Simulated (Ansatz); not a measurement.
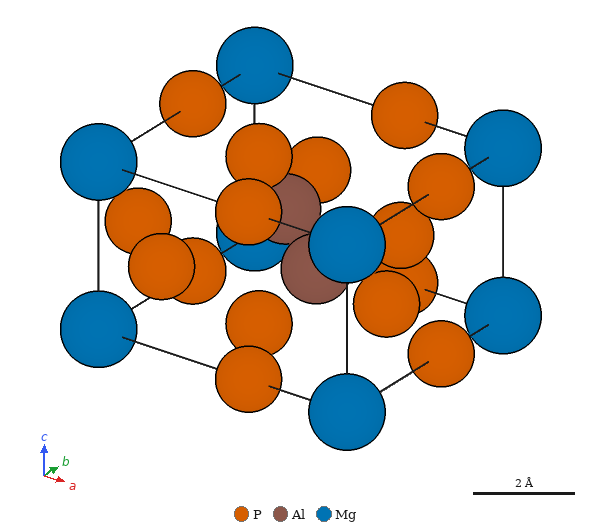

A spheres-only rendering, viewed slightly off an axis. The wireframe shows the simulation cell.

```yaml
crystal:
  lattice:
    - [8.09806, 0.00000, 0.00000]
    - [-4.04903, 7.01312, 0.00000]
    - [0.00000, 0.00000, 3.43554]
  atoms:
    - { symbol: P, position: [0.25310, 0.00000, 0.50000] }
    - { symbol: P, position: [0.74690, 0.74690, 0.50000] }
    - { symbol: P, position: [0.00000, 0.25310, 0.50000] }
    - { symbol: Al, position: [0.33330, 0.66670, 0.50000] }
    - { symbol: Al, position: [0.66670, 0.33330, 0.50000] }
    - { symbol: Mg, position: [0.00000, 0.00000, 0.00000] }
    - { symbol: P, position: [0.60350, 0.00000, 0.00000] }
    - { symbol: P, position: [0.39650, 0.39650, 0.00000] }
    - { symbol: P, position: [0.00000, 0.60350, 0.00000] }
```

Level of theory and settings: DFT, PAW plane waves, PBE in Ansatz 0.2.0, a basis cut at 420 eV, a 5×5×10 grid in reciprocal space, Fermi-Dirac smearing of 0.1 eV, no spin polarisation. The pressure of the cell is -13 GPa.

Question: What net charge does each kind of atom have (Bader)?

Answer: Mg +1.58 e; Al +0.98 e; P -0.66 to -0.53 e.

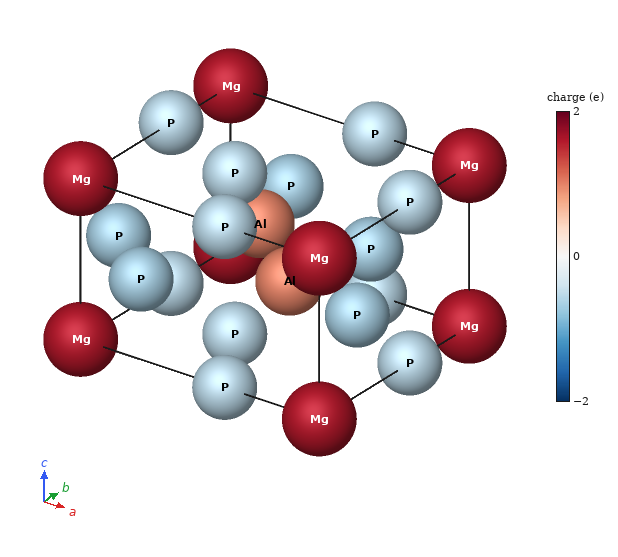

The atoms coloured by those charges.

The structure is a generated cell, made by putting these elements into a known structure type (the compound may or may not exist in this form); no relaxation was done. Ansatz was used for an electronic-structure calculation on it.

At this level of theory the cell isn't at rest (stretched, at -13 GPa and forces up to 1.0 eV/Å), so its distances can differ from those at equilibrium, the more so the softer the solid.
